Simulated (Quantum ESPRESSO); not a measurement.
# MoPbO3: parallel moments in the primitive cell

Does MoPbO3 keep a moment from a parallel start?

Program: Quantum ESPRESSO 7.5. Level of theory: LDA with U = 2 eV on Mo d (ortho-atomic projectors); plane waves with GBRV 1.5 LDA potentials, no spin-orbit coupling. Results are calculated unless marked as measured.

### Step 1. Set-up

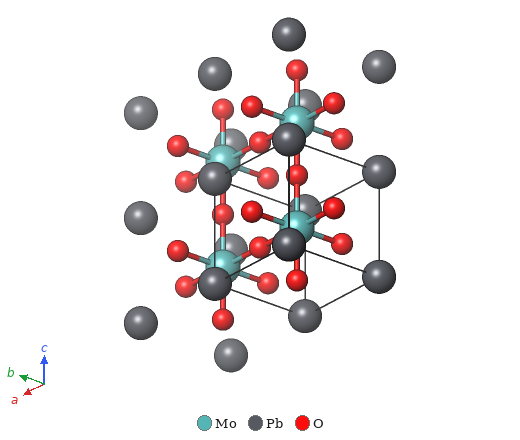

Start, viewed from a free direction; molybdenum teal, lead dark grey, oxygen red. 2×1×2 cells are drawn. Some periodic images of atoms are drawn too.

As a file:

```
Mo Pb O
1.0
     4.10755    0.00000    0.00000
     0.00000    4.10755    0.00000
     0.00000    0.00000    4.10755
Mo Pb O
1 1 3
Direct
  0.50000 0.50000 0.50000
  0.00000 0.00000 0.00000
  0.50000 0.50000 0.00000
  0.50000 0.00000 0.50000
  0.00000 0.50000 0.50000
```

The cell comes from Materials Project 2023-11-01, a database of computed structures, and need not be the stable phase.

### Step 2. Run 1 (ferro +)

The signs are those of the starting moments on the seeded atoms, the atoms that are given a moment.

ASE passes magmoms on as starting_magnetization. pw.x reads values of 1 or more as Bohr magnetons; where all are smaller, it reads them as fractions of the valence charge.

Input file pw.py:

```python
from ase import Atoms
from ase.calculators.espresso import Espresso, EspressoProfile

atoms = Atoms(['Mo', 'Pb', 'O', 'O', 'O'],
    cell=[[4.107546, 0.0, 0.0],
         [0.0, 4.107546, 0.0],
         [0.0, 0.0, 4.107546]],
    scaled_positions=[[0.5, 0.5, 0.5],
         [0.0, 0.0, 0.0],
         [0.5, 0.5, 0.0],
         [0.5, 0.0, 0.5],
         [0.0, 0.5, 0.5]],
    pbc=True,
    magmoms=[2.0, 0.0, 0.0, 0.0, 0.0])
input_data = {
    'control': {'calculation': 'scf', 'prefix': 'pwscf', 'outdir': './tmp', 'disk_io': 'nowf'},
    'system': {'ecutwfc': 40.0, 'ecutrho': 280.0, 'nbnd': 33, 'occupations': 'smearing', 'smearing': 'fd', 'degauss': 0.00999582, 'nspin': 2},
    'electrons': {'conv_thr': 1e-08, 'electron_maxstep': 150, 'mixing_beta': 0.3},
}
atoms.calc = Espresso(
    profile=EspressoProfile(command='mpirun -n 2 pw.x -nk 2', pseudo_dir='pseudo'),
    pseudopotentials={'Pb': 'pb_lda_v1.uspp.F.UPF', 'O': 'o_lda_v1.2.uspp.F.UPF', 'Mo': 'mo_lda_v1.uspp.F.UPF'},
    input_data=input_data,
    kpts=(6, 6, 6),
    koffset=(0, 0, 0),
    additional_cards=['HUBBARD {ortho-atomic}', 'U Mo-4d 2.0000'])
energy = atoms.get_potential_energy(force_consistent=True)
print(f'free energy: {energy:.6f} eV')
print('site moments (muB):', atoms.get_magnetic_moments().round(3))
```

Input file espresso.pwi:

```
&CONTROL
   calculation      = 'scf'
   outdir           = './tmp'
   prefix           = 'pwscf'
   disk_io          = 'nowf'
   pseudo_dir       = 'pseudo'
/
&SYSTEM
   nbnd             = 33
   ecutwfc          = 40.0
   ecutrho          = 280.0
   occupations      = 'smearing'
   degauss          = 0.00999582
   smearing         = 'fd'
   nspin            = 2
   starting_magnetization(1) = 2.0
   starting_magnetization(2) = 0.0
   starting_magnetization(3) = 0.0
   ntyp             = 3
   nat              = 5
   ibrav            = 0
/
&ELECTRONS
   electron_maxstep = 150
   conv_thr         = 1e-08
   mixing_beta      = 0.3
/
&IONS
/
&CELL
/
&FCP
/
&RISM
/
ATOMIC_SPECIES
Mo  95.95 mo_lda_v1.uspp.F.UPF
Pb  207.2 pb_lda_v1.uspp.F.UPF
O  15.999 o_lda_v1.2.uspp.F.UPF

K_POINTS automatic
6 6 6  0 0 0

CELL_PARAMETERS angstrom
4.10754600000000 0.00000000000000 0.00000000000000
0.00000000000000 4.10754600000000 0.00000000000000
0.00000000000000 0.00000000000000 4.10754600000000

ATOMIC_POSITIONS angstrom
Mo  2.0537730000 2.0537730000 2.0537730000  
Pb  0.0000000000 0.0000000000 0.0000000000  
O  2.0537730000 2.0537730000 0.0000000000  
O  2.0537730000 0.0000000000 2.0537730000  
O  0.0000000000 2.0537730000 2.0537730000  

HUBBARD {ortho-atomic}
U Mo-4d 2.0000
```

Run with:

```
$ OMP_NUM_THREADS=1 python3 pw.py > pw.log
```

Log:

```text
AssertionError: ((2, 0), 20)
(pw.x finished, but the reader of ASE stopped at the Hubbard occupations in its output; the numbers below come from pw.x itself.)

--- espresso.pwo ---
Program PWSCF v.7.5 starts

Warning: card &CELL ignored
Warning: card &FCP ignored
Warning: card &RISM ignored

     Message from routine setup:
     using ibrav=0 with symmetry is DISCOURAGED, use correct ibrav instead

     K-points division:     npool     =       2
     Subspace diagonalization in iterative solution of the eigenvalue problem:

     G-vector sticks info
     --------------------
     sticks:   dense  smooth     PW     G-vecs:    dense   smooth      PW
     Sum        1353     769    241                37121    15967    2777

     Using Slab Decomposition

     bravais-lattice index     =            0
     lattice parameter (alat)  =       7.7621  a.u.
     unit-cell volume          =     467.6747 (a.u.)^3
     number of atoms/cell      =            5
     number of atomic types    =            3
     number of electrons       =        46.00
     number of Kohn-Sham states=           33
     kinetic-energy cutoff     =      40.0000  Ry
     charge density cutoff     =     280.0000  Ry
     scf convergence threshold =      1.0E-08
     mixing beta               =       0.3000
     number of iterations used =            8  plain     mixing
     Exchange-correlation= SLA  PZ   NOGX NOGC
                           (   1   1   0   0   0   0   0)
     Hubbard projectors: ortho-atomic
     Hubbard parameters of DFT+U (Dudarev formulation) in eV:
     U(Mo-4d) =  2.0000

     Internal variables: lda_plus_u =T, lda_plus_u_kind = 0

     Internal variables: orbital_resolved =F, hub_pot_fix =F, apply_U = F

     celldm(1)=   7.762137  celldm(2)=   0.000000  celldm(3)=   0.000000
     celldm(4)=   0.000000  celldm(5)=   0.000000  celldm(6)=   0.000000

     crystal axes: (cart. coord. in units of alat)
               a(1) = (   1.000000   0.000000   0.000000 )
               a(2) = (   0.000000   1.000000   0.000000 )
               a(3) = (   0.000000   0.000000   1.000000 )

     reciprocal axes: (cart. coord. in units 2 pi/alat)
               b(1) = (  1.000000  0.000000  0.000000 )
               b(2) = (  0.000000  1.000000  0.000000 )
               b(3) = (  0.000000  0.000000  1.000000 )

     PseudoPot. # 1 for Mo read from file:
     mo_lda_v1.uspp.F.UPF
     Pseudo is Ultrasoft + core correction, Zval = 14.0
     Generated by new atomic code, or converted to UPF format
     Using radial grid of  889 points,  6 beta functions with:
                l(1) =   0
                l(2) =   0
                l(3) =   1
                l(4) =   1
                l(5) =   2
                l(6) =   2
     Q(r) pseudized with  6 coefficients,  rinner =    1.000   1.000   1.000
                                                       1.000   1.000

     PseudoPot. # 2 for Pb read from file:
     pb_lda_v1.uspp.F.UPF
     Pseudo is Ultrasoft + core correction, Zval = 14.0
     Generated by new atomic code, or converted to UPF format
     Using radial grid of  899 points,  6 beta functions with:
                l(1) =   0
                l(2) =   0
                l(3) =   1
                l(4) =   1
                l(5) =   2
                l(6) =   2
     Q(r) pseudized with  6 coefficients,  rinner =    1.000   1.000   1.000
                                                       1.000   1.000

     PseudoPot. # 3 for O  read from file:
     o_lda_v1.2.uspp.F.UPF
     Pseudo is Ultrasoft + core correction, Zval =  6.0
     Generated by new atomic code, or converted to UPF format
     Using radial grid of  737 points,  5 beta functions with:
                l(1) =   0
                l(2) =   0
                l(3) =   1
                l(4) =   1
                l(5) =   2
     Q(r) pseudized with  8 coefficients,  rinner =    0.900   0.900   0.900
                                                       0.900   0.900

     atomic species   valence    mass     pseudopotential
     Mo               14.00    95.95000     Mo( 1.00)
     Pb               14.00   207.20000     Pb( 1.00)
     O                 6.00    15.99900     O ( 1.00)

     Starting magnetic structure
     atomic species   magnetization
     Mo              0.143
     Pb              0.000
     O               0.000

     48 Sym. Ops., with inversion, found

   Cartesian axes

     site n.     atom                  positions (alat units)
         1        Mo     tau(   1) = (   0.5000000   0.5000000   0.5000000  )
         2        Pb     tau(   2) = (   0.0000000   0.0000000   0.0000000  )
         3        O      tau(   3) = (   0.5000000   0.5000000   0.0000000  )
         4        O      tau(   4) = (   0.5000000   0.0000000   0.5000000  )
         5        O      tau(   5) = (   0.0000000   0.5000000   0.5000000  )

     number of k points=    20  Fermi-Dirac smearing, width (Ry)=  0.0100
                       cart. coord. in units 2pi/alat
        k(    1) = (   0.0000000   0.0000000   0.0000000), wk =   0.0046296
        k(    2) = (   0.0000000   0.0000000   0.1666667), wk =   0.0277778
        k(    3) = (   0.0000000   0.0000000   0.3333333), wk =   0.0277778
        k(    4) = (   0.0000000   0.0000000  -0.5000000), wk =   0.0138889
        k(    5) = (   0.0000000   0.1666667   0.1666667), wk =   0.0555556
        [... 15 further k-points ...]

     Dense  grid:    37121 G-vectors     FFT dimensions: (  45,  45,  45)

     Smooth grid:    15967 G-vectors     FFT dimensions: (  32,  32,  32)

     Check: negative core charge=   -0.000003
     Generating pointlists ...
     new r_m :   0.2063 (alat units)  1.6009 (a.u.) for type    1
     new r_m :   0.2917 (alat units)  2.2641 (a.u.) for type    2
     new r_m :   0.2063 (alat units)  1.6009 (a.u.) for type    3

     Initial potential from superposition of free atoms

     starting charge      45.9974, renormalised to      46.0000

     negative rho (up, down):  8.270E-03 8.279E-03

     STARTING HUBBARD OCCUPATIONS:

     =================== HUBBARD OCCUPATIONS ===================
     ------------------------ ATOM    1 ------------------------
     Tr[ns(  1)] (up, down, total) =   4.00000  0.00000  4.00000
     Atomic magnetic moment for atom   1 =   4.00000
     [... lines left out ...]
     Number of occupied Hubbard levels =    4.0000

     Atomic wfc used for Hubbard projectors are orthogonalized

     Starting wfcs are   34 randomized atomic wfcs

     Self-consistent Calculation

     iteration #  1     ecut=    40.00 Ry     beta= 0.30
     Davidson diagonalization with overlap
     ethr =  1.00E-02,  avg # of iterations =  4.7

     =================== HUBBARD OCCUPATIONS ===================
     ------------------------ ATOM    1 ------------------------
     Tr[ns(  1)] (up, down, total) =   2.73557  0.74424  3.47980
     Atomic magnetic moment for atom   1 =   1.99133
     [... lines left out ...]
     Number of occupied Hubbard levels =    3.4798

     negative rho (up, down):  7.828E-03 7.892E-03

     total energy              =    -400.04158650 Ry
     estimated scf accuracy    <       1.54251640 Ry

     total magnetization       =     2.00 Bohr mag/cell
     absolute magnetization    =     2.10 Bohr mag/cell

     iteration #  2     ecut=    40.00 Ry     beta= 0.30
     Davidson diagonalization with overlap
     ethr =  3.35E-03,  avg # of iterations =  2.0

     negative rho (up, down):  7.726E-03 8.063E-03

     total energy              =    -400.33057060 Ry
     estimated scf accuracy    <       0.11100266 Ry

     total magnetization       =     1.77 Bohr mag/cell
     absolute magnetization    =     1.82 Bohr mag/cell

     iteration #  3     ecut=    40.00 Ry     beta= 0.30
     Davidson diagonalization with overlap
     ethr =  2.41E-04,  avg # of iterations =  3.6

     negative rho (up, down):  7.617E-03 8.454E-03

     total energy              =    -400.33866245 Ry
     estimated scf accuracy    <       0.02454217 Ry

     total magnetization       =     1.82 Bohr mag/cell
     absolute magnetization    =     1.86 Bohr mag/cell

     [... further iterations left out ...]

     iteration # 10     ecut=    40.00 Ry     beta= 0.30
     Davidson diagonalization with overlap
     ethr =  1.31E-08,  avg # of iterations =  2.0

     negative rho (up, down):  7.667E-03 8.896E-03

     total energy              =    -400.34074359 Ry
     estimated scf accuracy    <       0.00000113 Ry

     total magnetization       =     1.72 Bohr mag/cell
     absolute magnetization    =     1.74 Bohr mag/cell

     iteration # 11     ecut=    40.00 Ry     beta= 0.30
     Davidson diagonalization with overlap
     ethr =  2.46E-09,  avg # of iterations =  3.1

     negative rho (up, down):  7.664E-03 8.887E-03

     total energy              =    -400.34074571 Ry
     estimated scf accuracy    <       0.00000045 Ry

     total magnetization       =     1.71 Bohr mag/cell
     absolute magnetization    =     1.74 Bohr mag/cell

     iteration # 12     ecut=    40.00 Ry     beta= 0.30
     Davidson diagonalization with overlap
     ethr =  9.71E-10,  avg # of iterations =  2.0

     negative rho (up, down):  7.665E-03 8.888E-03

     total energy              =    -400.34074633 Ry
     estimated scf accuracy    <       0.00000002 Ry

     total magnetization       =     1.71 Bohr mag/cell
     absolute magnetization    =     1.73 Bohr mag/cell

     iteration # 13     ecut=    40.00 Ry     beta= 0.30
     Davidson diagonalization with overlap
     ethr =  4.73E-11,  avg # of iterations =  3.4

     negative rho (up, down):  7.665E-03 8.888E-03

     Magnetic moment per site  (integrated on atomic sphere of radius R)
     atom   1 (R=0.206)  charge=  9.3348  magn=  0.9451
     atom   2 (R=0.292)  charge= 11.4062  magn=  0.0179
     atom   3 (R=0.206)  charge=  5.5452  magn=  0.0341
     atom   4 (R=0.206)  charge=  5.5452  magn=  0.0341
     atom   5 (R=0.206)  charge=  5.5452  magn=  0.0341

     End of self-consistent calculation

     =================== HUBBARD OCCUPATIONS ===================
     ------------------------ ATOM    1 ------------------------
     Tr[ns(  1)] (up, down, total) =   2.87977  1.35296  4.23273
     Atomic magnetic moment for atom   1 =   1.52681
     [... lines left out ...]
     Number of occupied Hubbard levels =    4.2327

     [... lines left out ...]
     the Fermi energy is    12.2774 ev

!    total energy              =    -400.34074635 Ry
     estimated scf accuracy    <          4.4E-09 Ry
     smearing contrib. (-TS)   =      -0.01072461 Ry
     internal energy E=F+TS    =    -400.33002174 Ry

     The total energy is F=E-TS. E is the sum of the following terms:
     one-electron contribution =     -86.03038101 Ry
     hartree contribution      =      72.64180826 Ry
     xc contribution           =    -103.56231683 Ry
     ewald contribution        =    -283.52669231 Ry
     Hubbard energy            =       0.14756016 Ry

     total magnetization       =     1.71 Bohr mag/cell
     absolute magnetization    =     1.73 Bohr mag/cell

     convergence has been achieved in  13 iterations

=------------------------------------------------------------------------------=
   JOB DONE.
=------------------------------------------------------------------------------=
```

Elapsed: 19 s, on 2 MPI ranks of Intel Xeon 6975P-C (Granite Rapids), shared host; peak memory 0.44 GiB; 38 s of CPU time.

Spin moment in the atom's sphere by atom:

| atom | spin moment in the atom's sphere (μB) |
| --- | --- |
| Mo1 | 0.945 |
| Pb2 | 0.018 |
| O3 | 0.034 |
| O4 | 0.034 |
| O5 | 0.034 |

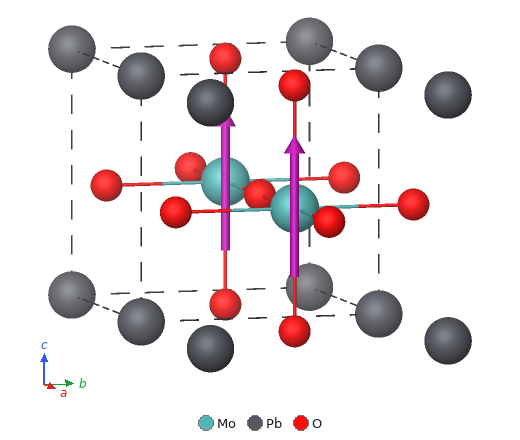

Spin moment in the atom's sphere as arrows, the longest 0.945 μB. Up and down stand for the sign. Arrows give size and sign along the axis of quantisation, drawn up and down the page. 2×1×1 cells are drawn. Some periodic images of atoms are drawn too.

Numbers from this step:

* smearing term TS: 0.1459 eV
* magnetization: 1.707 μB
* absolute magnetization: 1.731 μB
* final state: ferromagnetic

[end of part 1 of 2]

[Logs and program files are shortened in this print: banners, set-up blocks, solver, clock and traceback lines can be left out without a mark of their own.]

[Logs are printed without paths, hosts, clocks, repeated set-up lines and the standing remarks that a program may print on its own settings, such as how far it seeks lower states.]

[Hosts, paths, dates, database ids (printed as entryN), source tags and the programs' standing remarks are cut or masked in the printed files.]

[Where a cell is said to come from a database of computed structures, the database is the Materials Project.]
